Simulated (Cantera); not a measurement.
A closed system holds: 1 mol acetone, 1.5 mol H2, 0.00027 mol H2O, equilibrated at 5400 Torr.

These are equilibrium values from Cantera (NASA tables, ideal gas, pure condensed phases), not measurements of a reactor. Candidate condensed phases: C, C6H6, C7H8, C8H18, H2O; 110 gas species. The feed counts by its element totals alone. Equilibrium is a limit: real reactors are often held back by kinetics, nucleation or transport.

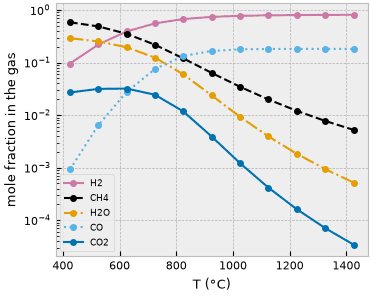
Figure. Equilibrium gas composition (values under 1e-9 drawn at 1e-9)

Read off the mole fractions at 1325 °C.

H2 about 0.81, CO about 0.18, CH4 about 0.0078, H2O about 0.00094, CO2 about 7.1e-5.
